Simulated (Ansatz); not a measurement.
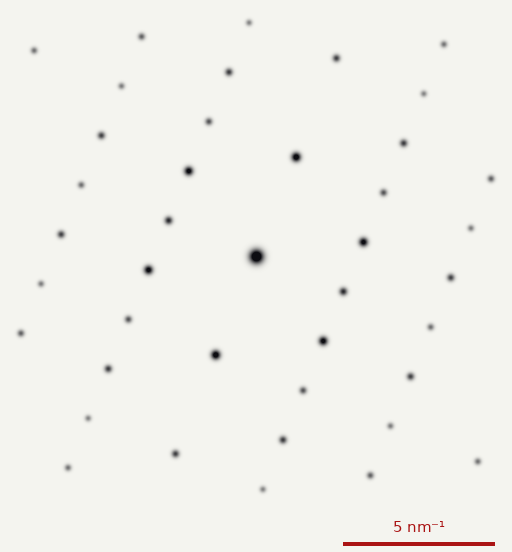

The pattern is a kinematic simulation for 120 kV electrons (no multiple scattering; isotropic B = 0.8 Å²).

Describe the geometry of this pattern.

The spots form a rectangular net whose two shortest vectors correspond to d = 5.64 Å and 3.19 Å, 90.0° apart.

What is the point symmetry of the pattern, intensities included?

2mm.

What was simulated?

This cannot be fixed from one zone alone; the pattern is [100] of Y, space group P6_3/mmc (No. 194), a = 3.69 Å, c = 5.64 Å (hexagonal axes). The net vectors are 0 0 1 (itself extinct) and 0 1 0. Structure: the geometry relaxed at fixed volume with Ansatz, DFT HSE06, scalar-relativistic, plane waves, PAW.
